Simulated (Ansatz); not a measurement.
**SiH₅O: molecular dynamics (part 1 of 4)**

- system: SiH₅O, multiplicity 2
- method: UHF/6-31G* (Ansatz 0.2.0)

It belongs to a series of runs on one base structure; here: dynamics from the highest image of the converged band.

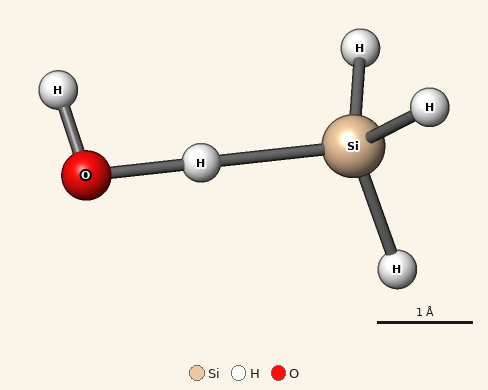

Fig. 1: The structure as given in the input (ball-and-stick view, seen at a tilt).

Results in brief:

| quantity | value |
| --- | --- |
| outcome | finished |
| mean temperature over the second half | 1368 K |
| trajectory | 200 steps, 100 fs |
| ensemble | nve |
| temperature in the input | 100.0 K |
| time step | 0.5 fs |
| potential energy (last step) | −9975.9592 eV |
| mean-field energy (last step) | −9975.9592 eV |
| ⟨S²⟩ (last step) | 0.754 |
| largest force (length of the vector) (last step) | 4.356 eV/Å |
| hardware | 1 thread of Arm Neoverse V2, 24 GiB of memory available, shared host |
| wall time | 57 s |
| peak memory | 0.079 GiB |

So short a trajectory is not equilibrated.

Input:
```yaml
crystal:
  periodic: [false, false, false]
  atoms:
    - { symbol: Si, position_ang: [0.013305, -0.018668, 0.046533] }
    - { symbol: H, position_ang: [0.059385, -0.049055, 1.72511] }
    - { symbol: H, position_ang: [1.400499, 0.051714, -0.443811] }
    - { symbol: H, position_ang: [-0.755361, 1.160384, -0.392593] }
    - { symbol: H, position_ang: [-0.637001, -1.2541, -0.432198] }
    - { symbol: O, position_ang: [0.106384, -0.102692, 2.980736] }
    - { symbol: H, position_ang: [-0.700211, -0.588683, 3.144725] }
magnetization:
  spin_polarized: true
  initial_magnetization: 1
basis:
  gaussian: { orbitals: "6-31G*" }
hamiltonian:
  xc: hf
md:
  timestep: 0.5
  n_steps: 200
  ensemble: nve
  temperature: 100.0
  initial_velocities: maxwell_boltzmann
  seed: 10318
```

Command:
```bash
ansatz run input.yaml --threads 1 --pin off --max-ram 2048MiB --backend cpu --events-out ev --progress --plain --runs-dir out
```

Log:
```
Engine: ansatz 0.2.0, aarch64-unknown-linux-gnu
Functional definition: HF
  exchange = exact_x
  correlation = 0
472 factors; integrals over basis functions are off by at most 7.4e-4 eV
mean field evaluation 1: about -9971.9116 eV, gradient 2.3e1 eV
mean field evaluation 2: about -9971.9398 eV, gradient 2.3e1 eV
mean field evaluation 4: about -9974.6822 eV, gradient 2.8e0 eV
mean field evaluation 8: about -9974.8917 eV, gradient 3.2e-1 eV
mean field -9974.89581558 eV, -366.5706599953 hartree, gradient 3.2e-5 eV, S^2 0.793171; 0 other end points of the search recorded, 0 dependent functions left out
the calculation of the forces begins
reference -9974.89581558 eV, -366.5706599953 hartree; 14, 13 occupied and 30, 31 virtual orbitals, 472 factors
md step     0: t =     0.00 fs  T =   100.0 K  F+E_penalty+E_count = -9974.89581558 eV  E_kin = 0.064630 eV  conserved = -9974.83118558 eV  (42 SCF iters)
these checks for a lower state are left out or cut short: starts, cluster_reference, orbital_swaps, neighbouring_geometries, increment
472 factors; integrals over basis functions are off by at most 7.5e-4 eV
mean field evaluation 16: about -9974.8920 eV, gradient 1.7e-3 eV
mean field -9974.89200846 eV, -366.5705200863 hartree, gradient 1.2e-5 eV, S^2 0.793242; 0 other end points of the search recorded, 0 dependent functions left out
the calculation of the forces begins
reference -9974.89200846 eV, -366.5705200863 hartree; 14, 13 occupied and 30, 31 virtual orbitals, 472 factors
md step     1: t =     0.50 fs  T =    94.2 K  F+E_penalty+E_count = -9974.89200846 eV  E_kin = 0.060913 eV  conserved = -9974.83109569 eV  (36 SCF iters)
[... from here on the SCF iterations and repeated set-up lines of each step are left out, up to the last step ...]
md step     2: t =     1.00 fs  T =    79.2 K  F+E_penalty+E_count = -9974.88200582 eV  E_kin = 0.051204 eV  conserved = -9974.83080151 eV  (37 SCF iters)
md step     3: t =     1.50 fs  T =    61.8 K  F+E_penalty+E_count = -9974.87041581 eV  E_kin = 0.039961 eV  conserved = -9974.83045504 eV  (35 SCF iters)
md step     4: t =     2.00 fs  T =    50.0 K  F+E_penalty+E_count = -9974.86257122 eV  E_kin = 0.032310 eV  conserved = -9974.83026155 eV  (35 SCF iters)
md step     5: t =     2.50 fs  T =    48.2 K  F+E_penalty+E_count = -9974.86145716 eV  E_kin = 0.031139 eV  conserved = -9974.83031766 eV  (36 SCF iters)
md step     6: t =     3.00 fs  T =    55.3 K  F+E_penalty+E_count = -9974.86627678 eV  E_kin = 0.035748 eV  conserved = -9974.83052891 eV  (35 SCF iters)
md step     7: t =     3.50 fs  T =    66.8 K  F+E_penalty+E_count = -9974.87383917 eV  E_kin = 0.043142 eV  conserved = -9974.83069668 eV  (35 SCF iters)
md step     8: t =     4.00 fs  T =    78.7 K  F+E_penalty+E_count = -9974.88153572 eV  E_kin = 0.050864 eV  conserved = -9974.83067192 eV  (34 SCF iters)
md step     9: t =     4.50 fs  T =    91.7 K  F+E_penalty+E_count = -9974.88967092 eV  E_kin = 0.059248 eV  conserved = -9974.83042273 eV  (36 SCF iters)
md step    10: t =     5.00 fs  T =   111.5 K  F+E_penalty+E_count = -9974.90207229 eV  E_kin = 0.072077 eV  conserved = -9974.82999494 eV  (35 SCF iters)
md step    11: t =     5.50 fs  T =   148.6 K  F+E_penalty+E_count = -9974.92547664 eV  E_kin = 0.096029 eV  conserved = -9974.82944812 eV  (34 SCF iters)
md step    12: t =     6.00 fs  T =   216.3 K  F+E_penalty+E_count = -9974.96864676 eV  E_kin = 0.139800 eV  conserved = -9974.82884724 eV  (40 SCF iters)
md step    13: t =     6.50 fs  T =   329.6 K  F+E_penalty+E_count = -9975.04137992 eV  E_kin = 0.213003 eV  conserved = -9974.82837707 eV  (39 SCF iters)
md step    14: t =     7.00 fs  T =   500.1 K  F+E_penalty+E_count = -9975.15182831 eV  E_kin = 0.323235 eV  conserved = -9974.82859347 eV  (36 SCF iters)
md step    15: t =     7.50 fs  T =   724.2 K  F+E_penalty+E_count = -9975.29866650 eV  E_kin = 0.468055 eV  conserved = -9974.83061165 eV  (36 SCF iters)
md step    16: t =     8.00 fs  T =   959.4 K  F+E_penalty+E_count = -9975.45574201 eV  E_kin = 0.620044 eV  conserved = -9974.83569840 eV  (34 SCF iters)
md step    17: t =     8.50 fs  T =  1102.1 K  F+E_penalty+E_count = -9975.55594586 eV  E_kin = 0.712296 eV  conserved = -9974.84364937 eV  (34 SCF iters)
md step    18: t =     9.00 fs  T =  1008.1 K  F+E_penalty+E_count = -9975.50082811 eV  E_kin = 0.651564 eV  conserved = -9974.84926384 eV  (32 SCF iters)
md step    19: t =     9.50 fs  T =   627.0 K  F+E_penalty+E_count = -9975.24619681 eV  E_kin = 0.405255 eV  conserved = -9974.84094140 eV  (32 SCF iters)
md step    20: t =    10.00 fs  T =   209.4 K  F+E_penalty+E_count = -9974.95491216 eV  E_kin = 0.135305 eV  conserved = -9974.81960679 eV  (34 SCF iters)
md step    21: t =    10.50 fs  T =   185.0 K  F+E_penalty+E_count = -9974.93686491 eV  E_kin = 0.119551 eV  conserved = -9974.81731355 eV  (26 SCF iters)
md step    22: t =    11.00 fs  T =   594.8 K  F+E_penalty+E_count = -9975.22283147 eV  E_kin = 0.384421 eV  conserved = -9974.83841064 eV  (32 SCF iters)
md step    23: t =    11.50 fs  T =  1024.6 K  F+E_penalty+E_count = -9975.51184955 eV  E_kin = 0.662225 eV  conserved = -9974.84962495 eV  (33 SCF iters)
md step    24: t =    12.00 fs  T =  1172.8 K  F+E_penalty+E_count = -9975.60333634 eV  E_kin = 0.758004 eV  conserved = -9974.84533249 eV  (40 SCF iters)
md step    25: t =    12.50 fs  T =  1056.9 K  F+E_penalty+E_count = -9975.52038465 eV  E_kin = 0.683081 eV  conserved = -9974.83730380 eV  (34 SCF iters)
md step    26: t =    13.00 fs  T =   820.3 K  F+E_penalty+E_count = -9975.36194826 eV  E_kin = 0.530172 eV  conserved = -9974.83177637 eV  (35 SCF iters)
md step    27: t =    13.50 fs  T =   578.0 K  F+E_penalty+E_count = -9975.20290041 eV  E_kin = 0.373581 eV  conserved = -9974.82931908 eV  (36 SCF iters)
md step    28: t =    14.00 fs  T =   384.9 K  F+E_penalty+E_count = -9975.07751172 eV  E_kin = 0.248776 eV  conserved = -9974.82873611 eV  (36 SCF iters)
md step    29: t =    14.50 fs  T =   255.3 K  F+E_penalty+E_count = -9974.99385968 eV  E_kin = 0.164975 eV  conserved = -9974.82888490 eV  (36 SCF iters)
md step    30: t =    15.00 fs  T =   186.4 K  F+E_penalty+E_count = -9974.94957245 eV  E_kin = 0.120446 eV  conserved = -9974.82912643 eV  (33 SCF iters)
md step    31: t =    15.50 fs  T =   172.9 K  F+E_penalty+E_count = -9974.94097555 eV  E_kin = 0.111773 eV  conserved = -9974.82920245 eV  (32 SCF iters)
md step    32: t =    16.00 fs  T =   213.4 K  F+E_penalty+E_count = -9974.96693516 eV  E_kin = 0.137901 eV  conserved = -9974.82903402 eV  (29 SCF iters)
md step    33: t =    16.50 fs  T =   311.6 K  F+E_penalty+E_count = -9975.03010154 eV  E_kin = 0.201419 eV  conserved = -9974.82868267 eV  (31 SCF iters)
md step    34: t =    17.00 fs  T =   475.8 K  F+E_penalty+E_count = -9975.13605051 eV  E_kin = 0.307532 eV  conserved = -9974.82851824 eV  (38 SCF iters)
md step    35: t =    17.50 fs  T =   709.3 K  F+E_penalty+E_count = -9975.28791386 eV  E_kin = 0.458440 eV  conserved = -9974.82947426 eV  (36 SCF iters)
md step    36: t =    18.00 fs  T =   990.3 K  F+E_penalty+E_count = -9975.47305725 eV  E_kin = 0.640060 eV  conserved = -9974.83299692 eV  (34 SCF iters)
md step    37: t =    18.50 fs  T =  1242.5 K  F+E_penalty+E_count = -9975.64316602 eV  E_kin = 0.803049 eV  conserved = -9974.84011675 eV  (34 SCF iters)
md step    38: t =    19.00 fs  T =  1322.9 K  F+E_penalty+E_count = -9975.70364679 eV  E_kin = 0.854964 eV  conserved = -9974.84868289 eV  (32 SCF iters)
md step    39: t =    19.50 fs  T =  1094.0 K  F+E_penalty+E_count = -9975.55601161 eV  E_kin = 0.707025 eV  conserved = -9974.84898678 eV  (33 SCF iters)
md step    40: t =    20.00 fs  T =   637.1 K  F+E_penalty+E_count = -9975.24237665 eV  E_kin = 0.411753 eV  conserved = -9974.83062352 eV  (33 SCF iters)
md step    41: t =    20.50 fs  T =   370.1 K  F+E_penalty+E_count = -9975.05299025 eV  E_kin = 0.239179 eV  conserved = -9974.81381115 eV  (32 SCF iters)
md step    42: t =    21.00 fs  T =   605.0 K  F+E_penalty+E_count = -9975.21908182 eV  E_kin = 0.391027 eV  conserved = -9974.82805472 eV  (32 SCF iters)
md step    43: t =    21.50 fs  T =  1080.8 K  F+E_penalty+E_count = -9975.54621127 eV  E_kin = 0.698503 eV  conserved = -9974.84770790 eV  (32 SCF iters)
md step    44: t =    22.00 fs  T =  1362.4 K  F+E_penalty+E_count = -9975.72963959 eV  E_kin = 0.880500 eV  conserved = -9974.84913998 eV  (32 SCF iters)
md step    45: t =    22.50 fs  T =  1330.7 K  F+E_penalty+E_count = -9975.70111656 eV  E_kin = 0.860020 eV  conserved = -9974.84109613 eV  (34 SCF iters)
md step    46: t =    23.00 fs  T =  1107.7 K  F+E_penalty+E_count = -9975.54962457 eV  E_kin = 0.715877 eV  conserved = -9974.83374804 eV  (35 SCF iters)
md step    47: t =    23.50 fs  T =   840.5 K  F+E_penalty+E_count = -9975.37301302 eV  E_kin = 0.543228 eV  conserved = -9974.82978500 eV  (37 SCF iters)
md step    48: t =    24.00 fs  T =   616.6 K  F+E_penalty+E_count = -9975.22698669 eV  E_kin = 0.398498 eV  conserved = -9974.82848847 eV  (42 SCF iters)
md step    49: t =    24.50 fs  T =   466.8 K  F+E_penalty+E_count = -9975.13022008 eV  E_kin = 0.301716 eV  conserved = -9974.82850369 eV  (38 SCF iters)
md step    50: t =    25.00 fs  T =   392.7 K  F+E_penalty+E_count = -9975.08257050 eV  E_kin = 0.253777 eV  conserved = -9974.82879362 eV  (33 SCF iters)
md step    51: t =    25.50 fs  T =   388.4 K  F+E_penalty+E_count = -9975.07986914 eV  E_kin = 0.251049 eV  conserved = -9974.82882032 eV  (30 SCF iters)
md step    52: t =    26.00 fs  T =   453.9 K  F+E_penalty+E_count = -9975.12183328 eV  E_kin = 0.293364 eV  conserved = -9974.82846971 eV  (32 SCF iters)
md step    53: t =    26.50 fs  T =   596.8 K  F+E_penalty+E_count = -9975.21376041 eV  E_kin = 0.385686 eV  conserved = -9974.82807415 eV  (36 SCF iters)
md step    54: t =    27.00 fs  T =   824.8 K  F+E_penalty+E_count = -9975.36161273 eV  E_kin = 0.533063 eV  conserved = -9974.82855019 eV  (37 SCF iters)
md step    55: t =    27.50 fs  T =  1125.6 K  F+E_penalty+E_count = -9975.55879128 eV  E_kin = 0.727465 eV  conserved = -9974.83132621 eV  (36 SCF iters)
md step    56: t =    28.00 fs  T =  1436.3 K  F+E_penalty+E_count = -9975.76600480 eV  E_kin = 0.928258 eV  conserved = -9974.83774713 eV  (34 SCF iters)
md step    57: t =    28.50 fs  T =  1620.3 K  F+E_penalty+E_count = -9975.89453831 eV  E_kin = 1.047217 eV  conserved = -9974.84732162 eV  (32 SCF iters)
md step    58: t =    29.00 fs  T =  1501.4 K  F+E_penalty+E_count = -9975.82352775 eV  E_kin = 0.970354 eV  conserved = -9974.85317383 eV  (33 SCF iters)
md step    59: t =    29.50 fs  T =  1041.8 K  F+E_penalty+E_count = -9975.51396099 eV  E_kin = 0.673288 eV  conserved = -9974.84067330 eV  (33 SCF iters)
md step    60: t =    30.00 fs  T =   587.9 K  F+E_penalty+E_count = -9975.19502363 eV  E_kin = 0.379955 eV  conserved = -9974.81506843 eV  (32 SCF iters)
md step    61: t =    30.50 fs  T =   637.5 K  F+E_penalty+E_count = -9975.23025717 eV  E_kin = 0.412002 eV  conserved = -9974.81825549 eV  (27 SCF iters)
md step    62: t =    31.00 fs  T =  1133.9 K  F+E_penalty+E_count = -9975.57697879 eV  E_kin = 0.732848 eV  conserved = -9974.84413041 eV  (32 SCF iters)
md step    63: t =    31.50 fs  T =  1557.8 K  F+E_penalty+E_count = -9975.85977965 eV  E_kin = 1.006820 eV  conserved = -9974.85295924 eV  (32 SCF iters)
md step    64: t =    32.00 fs  T =  1629.0 K  F+E_penalty+E_count = -9975.89866320 eV  E_kin = 1.052830 eV  conserved = -9974.84583319 eV  (33 SCF iters)
md step    65: t =    32.50 fs  T =  1423.8 K  F+E_penalty+E_count = -9975.75696434 eV  E_kin = 0.920176 eV  conserved = -9974.83678837 eV  (34 SCF iters)
md step    66: t =    33.00 fs  T =  1117.5 K  F+E_penalty+E_count = -9975.55331925 eV  E_kin = 0.722267 eV  conserved = -9974.83105221 eV  (35 SCF iters)
md step    67: t =    33.50 fs  T =   838.5 K  F+E_penalty+E_count = -9975.37036198 eV  E_kin = 0.541923 eV  conserved = -9974.82843903 eV  (37 SCF iters)
md step    68: t =    34.00 fs  T =   650.5 K  F+E_penalty+E_count = -9975.24802099 eV  E_kin = 0.420431 eV  conserved = -9974.82758968 eV  (38 SCF iters)
md step    69: t =    34.50 fs  T =   577.1 K  F+E_penalty+E_count = -9975.20038803 eV  E_kin = 0.372988 eV  conserved = -9974.82739982 eV  (33 SCF iters)
md step    70: t =    35.00 fs  T =   624.5 K  F+E_penalty+E_count = -9975.23102080 eV  E_kin = 0.403619 eV  conserved = -9974.82740146 eV  (32 SCF iters)
md step    71: t =    35.50 fs  T =   791.8 K  F+E_penalty+E_count = -9975.33958262 eV  E_kin = 0.511722 eV  conserved = -9974.82786068 eV  (31 SCF iters)
md step    72: t =    36.00 fs  T =  1065.2 K  F+E_penalty+E_count = -9975.51815776 eV  E_kin = 0.688459 eV  conserved = -9974.82969924 eV  (36 SCF iters)
md step    73: t =    36.50 fs  T =  1399.0 K  F+E_penalty+E_count = -9975.73836076 eV  E_kin = 0.904170 eV  conserved = -9974.83419073 eV  (41 SCF iters)
md step    74: t =    37.00 fs  T =  1689.9 K  F+E_penalty+E_count = -9975.93429013 eV  E_kin = 1.092158 eV  conserved = -9974.84213164 eV  (32 SCF iters)
md step    75: t =    37.50 fs  T =  1772.6 K  F+E_penalty+E_count = -9975.99670625 eV  E_kin = 1.145632 eV  conserved = -9974.85107422 eV  (33 SCF iters)
md step    76: t =    38.00 fs  T =  1504.0 K  F+E_penalty+E_count = -9975.82241516 eV  E_kin = 0.972038 eV  conserved = -9974.85037699 eV  (32 SCF iters)
md step    77: t =    38.50 fs  T =   995.5 K  F+E_penalty+E_count = -9975.47252686 eV  E_kin = 0.643398 eV  conserved = -9974.82912920 eV  (32 SCF iters)
md step    78: t =    39.00 fs  T =   722.5 K  F+E_penalty+E_count = -9975.27873918 eV  E_kin = 0.466948 eV  conserved = -9974.81179122 eV  (33 SCF iters)
md step    79: t =    39.50 fs  T =  1003.1 K  F+E_penalty+E_count = -9975.47769000 eV  E_kin = 0.648298 eV  conserved = -9974.82939157 eV  (33 SCF iters)
md step    80: t =    40.00 fs  T =  1515.2 K  F+E_penalty+E_count = -9975.82941601 eV  E_kin = 0.979270 eV  conserved = -9974.85014572 eV  (32 SCF iters)
md step    81: t =    40.50 fs  T =  1790.5 K  F+E_penalty+E_count = -9976.00779322 eV  E_kin = 1.157178 eV  conserved = -9974.85061555 eV  (33 SCF iters)
md step    82: t =    41.00 fs  T =  1722.1 K  F+E_penalty+E_count = -9975.95491189 eV  E_kin = 1.113000 eV  conserved = -9974.84191148 eV  (32 SCF iters)
md step    83: t =    41.50 fs  T =  1449.9 K  F+E_penalty+E_count = -9975.77136854 eV  E_kin = 0.937070 eV  conserved = -9974.83429836 eV  (34 SCF iters)
md step    84: t =    42.00 fs  T =  1133.9 K  F+E_penalty+E_count = -9975.56279921 eV  E_kin = 0.732827 eV  conserved = -9974.82997258 eV  (36 SCF iters)
md step    85: t =    42.50 fs  T =   875.5 K  F+E_penalty+E_count = -9975.39392569 eV  E_kin = 0.565865 eV  conserved = -9974.82806068 eV  (36 SCF iters)
md step    86: t =    43.00 fs  T =   723.7 K  F+E_penalty+E_count = -9975.29510131 eV  E_kin = 0.467732 eV  conserved = -9974.82736970 eV  (33 SCF iters)
md step    87: t =    43.50 fs  T =   697.5 K  F+E_penalty+E_count = -9975.27799532 eV  E_kin = 0.450824 eV  conserved = -9974.82717125 eV  (32 SCF iters)
md step    88: t =    44.00 fs  T =   802.1 K  F+E_penalty+E_count = -9975.34581214 eV  E_kin = 0.518399 eV  conserved = -9974.82741320 eV  (32 SCF iters)
md step    89: t =    44.50 fs  T =  1029.5 K  F+E_penalty+E_count = -9975.49408107 eV  E_kin = 0.665396 eV  conserved = -9974.82868491 eV  (36 SCF iters)
md step    90: t =    45.00 fs  T =  1346.6 K  F+E_penalty+E_count = -9975.70233512 eV  E_kin = 0.870311 eV  conserved = -9974.83202439 eV  (36 SCF iters)
md step    91: t =    45.50 fs  T =  1673.0 K  F+E_penalty+E_count = -9975.91981180 eV  E_kin = 1.081290 eV  conserved = -9974.83852193 eV  (33 SCF iters)
md step    92: t =    46.00 fs  T =  1865.5 K  F+E_penalty+E_count = -9976.05333824 eV  E_kin = 1.205674 eV  conserved = -9974.84766472 eV  (33 SCF iters)
md step    93: t =    46.50 fs  T =  1753.5 K  F+E_penalty+E_count = -9975.98603043 eV  E_kin = 1.133311 eV  conserved = -9974.85271930 eV  (32 SCF iters)
md step    94: t =    47.00 fs  T =  1313.4 K  F+E_penalty+E_count = -9975.68863453 eV  E_kin = 0.848862 eV  conserved = -9974.83977212 eV  (31 SCF iters)
md step    95: t =    47.50 fs  T =   894.9 K  F+E_penalty+E_count = -9975.39362120 eV  E_kin = 0.578349 eV  conserved = -9974.81527171 eV  (31 SCF iters)
md step    96: t =    48.00 fs  T =   971.0 K  F+E_penalty+E_count = -9975.44721230 eV  E_kin = 0.627529 eV  conserved = -9974.81968283 eV  (32 SCF iters)
md step    97: t =    48.50 fs  T =  1461.4 K  F+E_penalty+E_count = -9975.78957392 eV  E_kin = 0.944475 eV  conserved = -9974.84509940 eV  (31 SCF iters)
md step    98: t =    49.00 fs  T =  1853.6 K  F+E_penalty+E_count = -9976.05127648 eV  E_kin = 1.198008 eV  conserved = -9974.85326859 eV  (36 SCF iters)
md step    99: t =    49.50 fs  T =  1885.0 K  F+E_penalty+E_count = -9976.06420482 eV  E_kin = 1.218291 eV  conserved = -9974.84591373 eV  (32 SCF iters)
md step   100: t =    50.00 fs  T =  1642.3 K  F+E_penalty+E_count = -9975.89824679 eV  E_kin = 1.061408 eV  conserved = -9974.83683868 eV  (33 SCF iters)
md step   101: t =    50.50 fs  T =  1306.1 K  F+E_penalty+E_count = -9975.67525370 eV  E_kin = 0.844144 eV  conserved = -9974.83110925 eV  (35 SCF iters)
md step   102: t =    51.00 fs  T =  1008.3 K  F+E_penalty+E_count = -9975.48005287 eV  E_kin = 0.651676 eV  conserved = -9974.82837730 eV  (36 SCF iters)
md step   103: t =    51.50 fs  T =   817.7 K  F+E_penalty+E_count = -9975.35571867 eV  E_kin = 0.528461 eV  conserved = -9974.82725798 eV  (37 SCF iters)
md step   104: t =    52.00 fs  T =   764.0 K  F+E_penalty+E_count = -9975.32064312 eV  E_kin = 0.493746 eV  conserved = -9974.82689739 eV  (31 SCF iters)
md step   105: t =    52.50 fs  T =   856.0 K  F+E_penalty+E_count = -9975.38047415 eV  E_kin = 0.553260 eV  conserved = -9974.82721408 eV  (31 SCF iters)
```
